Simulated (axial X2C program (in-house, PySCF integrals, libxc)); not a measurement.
# A two-component session on MoH: properties at the nuclei

Aim: properties at the nuclei of MoH, with spin–orbit coupling in the Hamiltonian from the start.

Method: two-component X2C with atomic mean-field terms, Mo dyall-cv3z, H dyall-v3z; program: an in-house X2C program for linear molecules on PySCF integrals.

All values are calculated.

### Step 1. Set-up

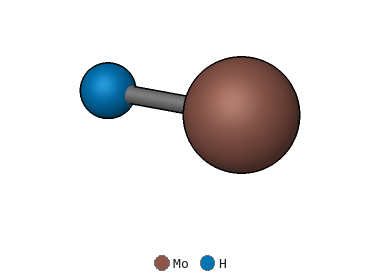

The two atoms at 1.700 Å (molybdenum brown, hydrogen blue).

task.json

```json
{"zs": [42, 1], "q": 0, "bas": ["dyall-cv3z", "dyall-v3z"], "r0": 1.7, "levels": ["PBE0", "HF", "PBE50", "BP86", "B3LYP"], "nst": 3}
```

Keys: zs atomic numbers; q charge; bas basis sets; r0 starting distance in Å; levels methods (HF also brings MP2); nst determinants followed.

Run with:

```
> python soeom.py task.json out
```

Nuclei are Gaussian, cores are contracted, and the Gaunt term is on.

### Step 2. Expectation values, lowest determinant

R = 1.718 Å. State: Ω = 5/2 (excess of +ω over −ω: ω = 5/2).

Output of the PBE0 run:

```text
two-component X2C + atomic mean field  PBE0
basis functions 171  fitting functions 777  grid points 5075
iter        total energy     max residual
   1      -4046.733217027     2.33e+00
   2      -4047.076363405     1.04e-02
   3      -4047.075918758     1.46e-02
   4      -4047.077277364     8.38e-04
   5      -4047.077282366     4.43e-04
   6      -4047.077284095     1.79e-04
   7      -4047.077284549     3.29e-05
   8      -4047.077284580     1.18e-05
   9      -4047.077284584     1.40e-06
  10      -4047.077284585     4.70e-07
converged
one-electron -5607.01054143  Coulomb 1673.74174898  exact exchange -30.73298331  xc functional -94.11356663  nuclear repulsion 12.93681191  atomic mean-field constant -1.89875411
```

The highest occupied spinor is 56% Mo s, 34% Mo d, 8% H s.

| level | Eeff magnitude (GV/cm) | Ws magnitude Mo (kHz) | A∥/gI Mo (MHz) | qzz Mo (a.u.) | A∥/gI H (MHz) | qzz H (a.u.) | μ (D) |
| --- | --- | --- | --- | --- | --- | --- | --- |
| PBE0 | 0.549 | 0.118 | 464 | -0.52 | -5.23 | 0.09 | -2.60 |
| HF | 0.465 | 0.1 | 291 | -0.92 | -8.88 | 0.10 | -3.22 |
| PBE50 | 0.308 | 0.073 | 415 | -0.68 | -5.9 | 0.09 | -2.96 |
| BP86 | 0.742 | 0.155 | 535 | -0.36 | -3.78 | 0.09 | -2.21 |
| B3LYP | 0.764 | 0.16 | 492 | -0.47 | -3.64 | 0.09 | -2.49 |

Eeff is the effective electric field on the electron dipole moment in this Ω state and Ws the scalar–pseudoscalar constant (defined with the proton number Z and per Ω); A∥ is the parallel hyperfine constant, which follows by multiplying with the nuclear g factor gI = μI/(I μN); qzz is the electric field gradient, eQq0 = 234.96 MHz × Q/barn × qzz; μ is positive if H is the positive end. The operators were transformed with the bare-nucleus X2C matrices.

### Step 3. Expectation values, a higher determinant

R = 1.718 Å. State: Ω = 3/2 (excess of +ω over −ω: 2 × ω = -1/2, ω = 5/2), 1.52 eV above the lowest in the PBE0 search for states (made at or near this distance, with looser thresholds).

Output of the PBE0 run:

```text
two-component X2C + atomic mean field  PBE0
basis functions 171  fitting functions 777  grid points 5075
iter        total energy     max residual
   1      -4046.676761389     2.33e+00
   2      -4047.020231239     1.07e-02
   3      -4047.019483977     1.62e-02
   4      -4047.021214705     1.03e-03
   5      -4047.021222891     4.76e-04
   6      -4047.021225359     1.86e-04
   7      -4047.021225893     1.59e-05
   8      -4047.021225910     9.45e-06
   9      -4047.021225916     3.86e-06
  10      -4047.021225918     6.92e-07
converged
one-electron -5606.38164498  Coulomb 1673.09630544  exact exchange -30.71136186  xc functional -94.06258232  nuclear repulsion 12.93681191  atomic mean-field constant -1.89875411
```

The highest occupied spinor is 59% Mo s, 33% Mo d, 6% H s.

| level | Eeff magnitude (GV/cm) | Ws magnitude Mo (kHz) | A∥/gI Mo (MHz) | qzz Mo (a.u.) | A∥/gI H (MHz) | qzz H (a.u.) | μ (D) |
| --- | --- | --- | --- | --- | --- | --- | --- |
| PBE0 | 1.3 | 0.372 | -1360 | -0.31 | -4.54 | 0.09 | -2.24 |
| HF | 3.86 | 1.24 | -1520 | -0.51 | -10.8 | 0.11 | -0.59 |
| PBE50 | 1.77 | 0.525 | -1430 | -0.31 | -4.14 | 0.09 | -2.34 |
| BP86 | 0.926 | 0.253 | -1290 | -0.33 | -4.82 | 0.09 | -2.02 |
| B3LYP | 1.42 | 0.41 | -1370 | -0.32 | -3.9 | 0.09 | -2.13 |

### Step 4. Expectation values, a higher determinant

R = 1.718 Å. State: Ω = 1/2 (excess of +ω over −ω: ω = 1/2), 2.07 eV above the lowest in the PBE0 search for states (made at or near this distance, with looser thresholds).

Output of the PBE0 run:

```text
two-component X2C + atomic mean field  PBE0
basis functions 171  fitting functions 777  grid points 5075
iter        total energy     max residual
   1      -4046.660256777     2.25e+00
   2      -4047.000001455     1.04e-02
   3      -4046.999339386     1.52e-02
   4      -4047.000959220     8.36e-04
   5      -4047.000963849     4.03e-04
   6      -4047.000965662     1.62e-04
   7      -4047.000966183     3.01e-05
   8      -4047.000966235     1.56e-05
   9      -4047.000966263     3.44e-06
  10      -4047.000966265     2.03e-06
  11      -4047.000966266     7.39e-07
converged
one-electron -5604.10047016  Coulomb 1670.73245681  exact exchange -30.68507948  xc functional -93.98593123  nuclear repulsion 12.93681191  atomic mean-field constant -1.89875411
```

The highest occupied spinor is 54% Mo s, 38% Mo d, 7% H s.

| level | Eeff magnitude (GV/cm) | Ws magnitude Mo (kHz) | A∥/gI Mo (MHz) | qzz Mo (a.u.) | A∥/gI H (MHz) | qzz H (a.u.) | μ (D) |
| --- | --- | --- | --- | --- | --- | --- | --- |
| PBE0 | 0.673 | 0.541 | 1600 | -3.81 | 29 | 0.08 | -2.27 |
| HF | 7.42 | 7.1 | 2550 | -4.90 | 70.6 | 0.10 | -1.10 |
| PBE50 | 1.47 | 1.28 | 1850 | -4.08 | 31.8 | 0.08 | -2.56 |
| BP86 | 0.11 | 0.0116 | 1370 | -3.58 | 25.9 | 0.08 | -1.94 |
| B3LYP | 0.784 | 0.643 | 1660 | -3.72 | 25.7 | 0.08 | -2.11 |

### Step 5. Outcome

| quantity | value |
| --- | --- |
| lowest determinant | Ω = 5/2 (excess of +ω over −ω: ω = 5/2) |
| Eeff magnitude (GV/cm), PBE0 | 0.549 |
| Ws magnitude Mo (kHz), PBE0 | 0.118 |
| A∥/gI Mo (MHz), PBE0 | 464 |
| qzz Mo (a.u.), PBE0 | -0.52 |
| higher determinant | Ω = 3/2 (excess of +ω over −ω: 2 × ω = -1/2, ω = 5/2) |
| Eeff magnitude (GV/cm), PBE0, higher determinant | 1.3 |
| Ws magnitude Mo (kHz), PBE0, higher determinant | 0.372 |
| A∥/gI Mo (MHz), PBE0, higher determinant | -1360 |
| qzz Mo (a.u.), PBE0, higher determinant | -0.31 |
| higher determinant | Ω = 1/2 (excess of +ω over −ω: ω = 1/2) |
| Eeff magnitude (GV/cm), PBE0, higher determinant | 0.673 |
| Ws magnitude Mo (kHz), PBE0, higher determinant | 0.541 |
| A∥/gI Mo (MHz), PBE0, higher determinant | 1600 |
| qzz Mo (a.u.), PBE0, higher determinant | -3.81 |

In words: In the first state, the effective field runs from 0.308 to 0.764 GV/cm over the mean-field levels, so the levels don't agree on it. The expectation values come from single determinants, which for open shells can mix terms of unlike spin or miss the lowest Ω, so a determinant need not be a state. Eeff is the effective electric field on the electron dipole moment in this Ω state and Ws the scalar–pseudoscalar constant (defined with the proton number Z and per Ω); A∥ is the parallel hyperfine constant, which follows by multiplying with the nuclear g factor gI = μI/(I μN); qzz is the electric field gradient, eQq0 = 234.96 MHz × Q/barn × qzz; μ is positive if H is the positive end. The operators were transformed with the bare-nucleus X2C matrices.
